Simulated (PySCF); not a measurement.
**Hf²⁺: dipole response in aug-cc-pwCVTZ-PP with ECP60**

How polarisable is Hf²⁺ at the levels listed below?

Program: PySCF 2.14.0. Level of theory: unrestricted determinants in a Gaussian basis, no spin-orbit coupling in the energies. These are calculated values, not measurements, unless marked.

## (1) What is computed

| Item | Value |
| --- | --- |
| Element | hafnium (Z = 72) |
| Basis | aug-cc-pwCVTZ-PP with ECP60MDF (8s8p7d4f3g, 122 functions) |
| Hamiltonian | scalar relativity through the core potential |
| State 1 | Hf²⁺: [Xe] 4f14 5d2, high-spin 3F determinant |
| Methods | PBE0 |

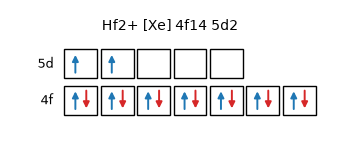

Occupation of the outer shells (arrows by Hund's rule).

The runs were made by one driver on top of PySCF. The scripts below sum up each run's settings (the driver also hands on starting orbitals that pick excited configurations, and frozen orbitals as a list rather than a count), and the logs come from the driver's own runs. The driver starts from symmetry-adapted Hartree-Fock orbitals, holds the occupation by maximum overlap and uses a logarithmic radial grid for functionals, so a plain start would take other cycles.

The integrals over 122 functions and the set-up took 2.8 s of CPU time.

## (2) Hf²⁺: PBE0

#### PBE0

File input.py:

```python
from pyscf import gto, scf, dft, mp, cc
import basis_set_exchange as bse
txt = bse.get_basis("aug-cc-pwCVTZ-PP", elements=["Hf"], fmt="nwchem", header=False)
cut = txt.index("\nECP")
mol = gto.M(atom="Hf 0 0 0", charge=2, spin=2, symmetry="D2h",
            basis=gto.basis.parse(txt[:cut]),
            ecp={"Hf": gto.basis.parse_ecp(txt[cut:])})
mf = dft.UKS(mol, xc="PBE0")
mf.irrep_nelec = {'Ag': (2, 1), 'B1g': (1, 0), 'B1u': (1, 1), 'B2u': (1, 1), 'B3u': (1, 1)}
mf.kernel()
```

Log:

```text
damping factor = 0
level_shift factor = 0
DIIS = <class 'pyscf.scf.diis.CDIIS'>
diis_start_cycle = 1
diis_space = 10
diis_damp = 0
SCF conv_tol = 1e-09
SCF conv_tol_grad = None
number electrons alpha = 6  beta = 4
XC functionals = PBE0
    C. Adamo and V. Barone.,  J. Chem. Phys. 110, 6158 (1999)
    M. Ernzerhof and G. E. Scuseria.,  J. Chem. Phys. 110, 5029 (1999)
cycle= 1 E= -47.6511522098303  delta_E= -0.00299  |g|= 0.0117  |ddm|= 0.145
cycle= 2 E= -47.651198528456  delta_E= -4.63e-05  |g|= 0.00328  |ddm|= 0.013
cycle= 3 E= -47.6512020508898  delta_E= -3.52e-06  |g|= 0.00046  |ddm|= 0.00447
cycle= 4 E= -47.6512021252414  delta_E= -7.44e-08  |g|= 1.06e-05  |ddm|= 0.000489
cycle= 5 E= -47.6512021253341  delta_E= -9.27e-11  |g|= 2.05e-06  |ddm|= 2.84e-05
converged SCF energy = -47.6512021253341  <S^2> = 2.0012976  2S+1 = 3.0008649
```

It used 67 s of CPU time after the integrals (shared host).

The occupied shells:

```tsv
shell	electrons	mean orbital energy (eV)	spread (eV)	rms radius (bohr)
5s α	1	-84.554	0	1.22
5s β	1	-83.573	0	1.22
5p α	3	-52.830	0	1.44
5p β	3	-51.335	0	1.44
5d α	2	-18.943	0	2.29
```

⟨S²⟩ = 2.001, ⟨L²⟩ = 12.01.

The driver then solved the coupled dipole response at imaginary frequencies: mean α = 14.84 bohr³, C₆ = 73.49 au for a like pair.

Energies and moments cover only the electrons outside the core potential. Spin-orbit coupling, absent here, splits the open shell strongly.

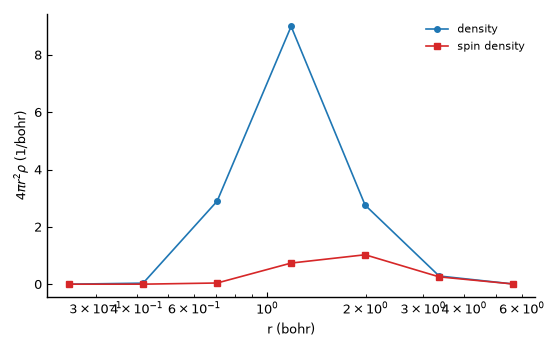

Radial density 4πr²ρ of Hf²⁺ at PBE0, the electrons outside the core potential, at 7 stored radii joined by straight lines.

## (3) Polarisabilities and C₆

Hf²⁺, in atomic units:

```tsv
method	mean α	C₆ (like pair)	S(−4)
PBE0	14.84	73.49	186.5
```

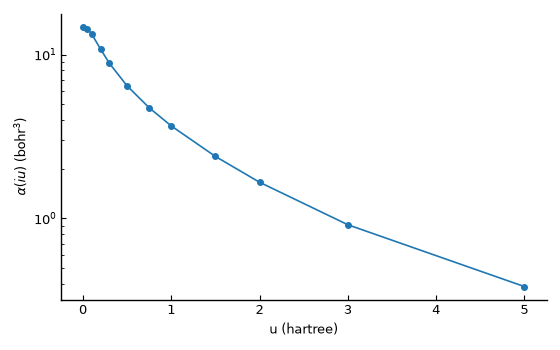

α(iu) of Hf²⁺, the polarisability at imaginary frequency, on a logarithmic scale.

## (4) Outcome

```
 quantity               value
α of Hf²⁺  14.84 (PBE0) bohr³
```

In words: A single London oscillator with the computed α and C₆ of Hf²⁺ at PBE0 would have ω = 4 C₆ / (3 α²) = 0.445 hartree. The basis is finite, and no extrapolation was made.
